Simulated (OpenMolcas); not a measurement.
# CH2P2: energy and gradient calculation (part 1 of 2)

System: CH2P2, SMILES P#CP.
Method: HF/def2-SVP, RHF (OpenMolcas 26.06).

The geometry comes from this level: GFN2-xTB.

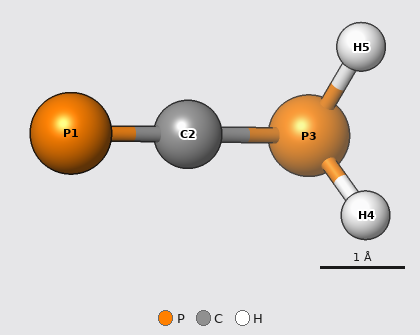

Fig. 1: The input geometry (ball-and-stick view, seen at a tilt; atoms are numbered from 1 in the order of the input). Bond lengths as drawn: C–P 1.56 to 1.75 Å and H–P 1.40 Å.

Results in brief:

| quantity | value |
| --- | --- |
| outcome | converged |
| total energy | −720.199340 hartree |
| basis functions | 60 |
| largest force | 3.649 eV/Å |
| HOMO | −9.30 eV |
| LUMO | 1.89 eV |
| dipole moment | 0.73 debye |
| hardware | 1 thread of Arm Neoverse V2, 24 GiB of memory available, shared host |
| wall time | 3.6 s |
| peak memory | 0.39 GiB |

The input:
```
>>> EXPORT MOLCAS_PRINT=2

&GATEWAY
 BasLib=$CurrDir
 BasisSet
 P.def2-SVP....
 P1 -0.184270 -1.526160 1.855470 angstrom
 P3 -0.345190 0.838030 -0.445400 angstrom
 End of Basis
 BasisSet
 C.def2-SVP....
 C2 -0.179400 -0.463280 0.711510 angstrom
 End of Basis
 BasisSet
 H.def2-SVP....
 H4 -0.313860 0.025160 -1.585910 angstrom
 H5 1.022730 1.126250 -0.535670 angstrom
 End of Basis

&SEWARD

&SCF
 Thresholds=1e-10 1e-07 1e-07 1e-05
 PrOrbitals=1 2

&ALASKA
```

Command:
```bash
export MOLCAS_MEM=1860
pymolcas calc.input > calc.log
```

The program's output:
```
--- Start Module: gateway ---

                                              &GATEWAY

                       available to each process: 1.9 GB of memory, 1 thread

 Basis Set     1 Label: P.DEF2-SVP....
 Basis set is read from library:.
 basistype.tbl is not found

 Basis Set     2 Label: C.DEF2-SVP....
 Basis set is read from library:.
 basistype.tbl is not found

 Basis Set     3 Label: H.DEF2-SVP....
 Basis set is read from library:.
 basistype.tbl is not found

++    Symmetry information:
      ---------------------

                    Character Table for C1

                             E
                    a        1  x, y, xy, Rz, z, xz, Ry, yz, Rx, I
--

++    Basis set information:
      ----------------------

      Basis set label: P.DEF2-SVP.........

      Electronic valence basis set:
      ------------------
      Associated Effective Charge  15.000000 au
      Associated Actual Charge     15.000000 au
      Nuclear Model: Point charge

      Shell  nPrim  nBasis  Cartesian Spherical Contaminant
         s      10       4        X
         p       7       3        X
         d       1       1                 X

      Basis set label: C.DEF2-SVP.........

      Electronic valence basis set:
      ------------------
      Associated Effective Charge   6.000000 au
      Associated Actual Charge      6.000000 au
      Nuclear Model: Point charge

      Shell  nPrim  nBasis  Cartesian Spherical Contaminant
         s       7       3        X
         p       4       2        X
         d       1       1                 X

      Basis set label: H.DEF2-SVP.........

      Electronic valence basis set:
      ------------------
      Associated Effective Charge   1.000000 au
      Associated Actual Charge      1.000000 au
      Nuclear Model: Point charge

      Shell  nPrim  nBasis  Cartesian Spherical Contaminant
         s       4       2        X
         p       1       1        X
--

++    Molecular structure info:
      -------------------------

                    ************************************************
                    **** Cartesian Coordinates / bohr, angstrom ****
                    ************************************************

     Center  Label                x              y              z                     x              y              z
        1      P1              -0.348220      -2.884024       3.506330             -0.184270      -1.526160       1.855470
        2      P3              -0.652315       1.583647      -0.841684             -0.345190       0.838030      -0.445400
        3      C2              -0.339017      -0.875472       1.344559             -0.179400      -0.463280       0.711510
        4      H4              -0.593109       0.047546      -2.996936             -0.313860       0.025160      -1.585910
        5      H5               1.932680       2.128304      -1.012270              1.022730       1.126250      -0.535670

                    ***************************************
                    *    InterNuclear Distances / bohr    *
                    ***************************************

               1 P1            2 P3            3 C2            4 H4            5 H5
    1 P1       0.000000
    2 P3       6.241618        0.000000
    3 C2       2.950868        3.305311        0.000000
    4 H4       7.137684        2.647305        4.445796        0.000000
    5 H5       7.123460        2.647252        4.442738        3.827279        0.000000

                    *******************************************
                    *    InterNuclear Distances / angstrom    *
                    *******************************************

               1 P1            2 P3            3 C2            4 H4            5 H5
    1 P1       0.000000
    2 P3       3.302922        0.000000
    3 C2       1.561532        1.749095        0.000000
    4 H4       3.777100        1.400893        2.352614        0.000000
    5 H5       3.769573        1.400866        2.350996        2.025309        0.000000

                    **************************************
                    *    Valence Bond Angles / degree    *
                    **************************************
                          Atom centers                 Phi
                      4 H4       2 P3       5 H5        92.58
--

            Nuclear Potential Energy            112.27777614 au

--- Stop Module: gateway /rc=_RC_ALL_IS_WELL_ ---

--- Start Module: seward ---

                                              &SEWARD

                       available to each process: 1.9 GB of memory, 1 thread

               SEWARD will generate:
                  Multipole Moment integrals up to order  2
                  Kinetic Energy integrals
                  Nuclear Attraction integrals (point charge)
                  One-Electron Hamiltonian integrals
                  Velocity integrals
                  Orbital angular momentum around ( -0.4437  -0.6397   1.2457 )
                  Velocity quadrupole around ( -0.4437  -0.6397   1.2457 )
                  Two-Electron Repulsion integrals

                   Integrals are discarded if absolute value <: 1.00E-14
                   Integral cutoff threshold is set to       <: 1.00E-16

            Nuclear Potential Energy            112.27777614 au

      Basis set specifications :
      Symmetry species         a
      Basis functions           60

--- Stop Module: seward /rc=_RC_ALL_IS_WELL_ ---

--- Start Module: scf ---

                                                &SCF

                       available to each process: 1.9 GB of memory, 1 thread

++    Input section:
      --------------

      Header of the integral files:

      Cartesian coordinates in angstrom:
      -----------------------------------------------------
      No.  Label        X            Y            Z
      -----------------------------------------------------
       1   P1        -0.18427000  -1.52616000   1.85547000
       2   P3        -0.34519000   0.83803000  -0.44540000
       3   C2        -0.17940000  -0.46328000   0.71151000
       4   H4        -0.31386000   0.02516000  -1.58591000
       5   H5         1.02273000   1.12625000  -0.53567000
      -----------------------------------------------------
      Nuclear repulsion energy =  112.27777614
--

++    Orbital specifications:
      -----------------------

      Symmetry species               1
                                     a
      Frozen orbitals                0
      Occupied orbitals             19
      Secondary orbitals            41
      Deleted orbitals               0
      Total number of orbitals      60
      Number of basis functions     60
--

      Molecular charge                           0.000

++    Optimization specifications:
      ----------------------------

      SCF Algorithm: Conventional
      Minimized density differences are used
      Number of density matrices in core                 5
      Maximum number of NDDO SCF iterations            400
      Maximum number of HF SCF iterations              400
      Threshold for SCF energy change             1.00E-10
      Threshold for density matrix                1.00E-07
      Threshold for Fock matrix                   1.00E-07
      Threshold for linear dependence             1.00E-09
      Threshold at which DIIS is turned on        1.50E-01
      Maximum depth in the DIIS procedure                5
      Maximum depth in the BFGS Hessian update          30
      Threshold at which QNR/C2DIIS is turned on  7.50E-02
      Threshold for Norm(delta) (QNR/C2DIIS)      1.00E-05
      All orbitals punched on: SCFORB
--

      Input vectors read from INPORB
      Orbital file label: *Guess orbitals

++ Convergence information
                                   SCF        iterations: Energy and convergence statistics

Iter     Tot. SCF        One-elec.       Two-elec.     Energy      Max Dij or  Max Fij      DNorm      TNorm      AccCon     Time
         Energy          Energy          Energy        Change      Delta Norm                                                in Sec.
   1  -719.925928147 -1214.804543923   382.600839637   0.00E+00    2.02E-01*   2.17E-01*    8.63E+00   1.36E+02   None         0.
   2  -720.177768617 -1219.603864636   387.148319881  -2.52E-01*   1.45E-01*   3.09E-02*    1.43E+00   1.37E+02   EDIIS        0.
   3  -720.187943767 -1218.124901736   385.659181831  -1.02E-02*   2.80E-02*   1.81E-02*    6.56E-01   1.37E+02   c2DIIS       0.
   4  -720.198327522 -1218.634847787   386.158744127  -1.04E-02*   2.75E-02*   7.36E-03*    2.00E-01   1.37E+02   QNRc2DIIS    0.
   5  -720.198898716 -1218.508559230   386.031884376  -5.71E-04*   1.26E-02*   5.46E-03*    4.87E-02   1.37E+02   QNRc2DIIS    0.
   6  -720.199320861 -1218.573444436   386.096347436  -4.22E-04*   3.68E-03*   8.33E-04*    9.47E-03   1.37E+02   QNRc2DIIS    0.
   7  -720.199336946 -1218.569131438   386.092018354  -1.61E-05*   1.56E-03*   2.72E-04*    4.75E-03   1.37E+02   QNRc2DIIS    0.
   8  -720.199338921 -1218.571665144   386.094550085  -1.97E-06*   1.12E-03*   1.71E-04*    2.80E-03   1.37E+02   QNRc2DIIS    0.
   9  -720.199339627 -1218.571500558   386.094384792  -7.07E-07*   8.12E-04*   8.37E-05*    1.70E-03   1.37E+02   QNRc2DIIS    0.
  10  -720.199339886 -1218.570757654   386.093641630  -2.59E-07*   1.86E-04*   2.23E-05*    7.12E-04   1.37E+02   QNRc2DIIS    0.
  11  -720.199339909 -1218.570921597   386.093805550  -2.26E-08*   3.34E-05*   7.72E-06*    2.12E-04   1.37E+02   QNRc2DIIS    0.
  12  -720.199339910 -1218.570816440   386.093700392  -1.28E-09*   1.39E-05*   2.84E-06*    6.91E-05   1.37E+02   QNRc2DIIS    0.
  13  -720.199339910 -1218.570848032   386.093731983  -1.73E-10*   3.05E-06    6.03E-07*    2.05E-05   1.37E+02   QNRc2DIIS    0.
  14  -720.199339910 -1218.570845344   386.093729296  -1.08E-11    1.09E-06    1.53E-07*    3.77E-05   1.37E+02   QNRc2DIIS    0.
  15  -720.199339910 -1218.570847251   386.093731203  -1.71E-12    2.39E-07    2.93E-08     2.62E-03   1.37E+02   QNRc2DIIS    0.

       Convergence after  15 Iterations
--

 *****************************************************************************************************************************
 *                                             SCF/KS-DFT Program, Final results                                             *
 *                                                       Final Results                                                       *
 *****************************************************************************************************************************

::    Total SCF energy                               -720.1993399101
      One-electron energy                           -1218.5708472510
      Two-electron energy                             386.0937312025
      Nuclear repulsion energy                        112.2777761383
      Kinetic energy (interpolated)                   719.9058308737
      Virial theorem                                    1.0004077048
      Total spin, S(S+1)                                0.0000000000
      Total spin, S                                     0.0000000000
      Max non-diagonal density matrix element           0.0000001875
      Max non-diagonal Fock matrix element              0.0000000257

      All orbitals with orbital energies smaller than  E(LUMO)+0.5 are printed

++    Molecular orbitals:
      -------------------

      Title: SCF orbitals
```
